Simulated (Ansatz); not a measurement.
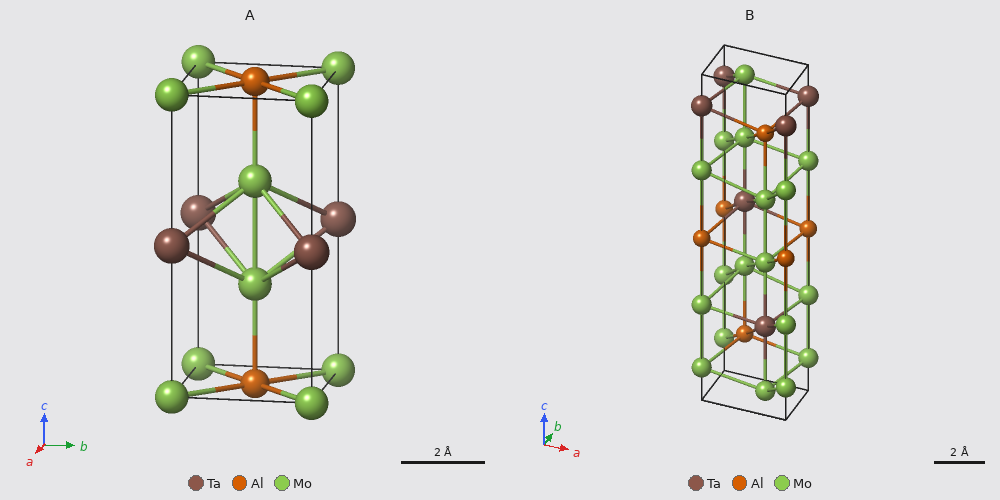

Two structures of TaAlMo3, each relaxed to rest (conventional cells in solid outline, small ones repeated, not to one scale). Method: DFT PBE, scalar-relativistic, plane waves, PAW (Ansatz 0.2.0), without spin polarisation.

### Which structures are these?

A: 5 atoms a cell on a primitive tetragonal lattice, P4/mmm. B: 15 atoms a cell on a rhombohedral (trigonal R) lattice, R3m.

### Which is the more stable form at this level of theory?

B is lower, by 780 meV/atom at this level of theory (energies at zero smearing). Volumes: A 17.9, B 16.2 Å³/atom.

One or both may be structure types tried for this composition rather than known phases.
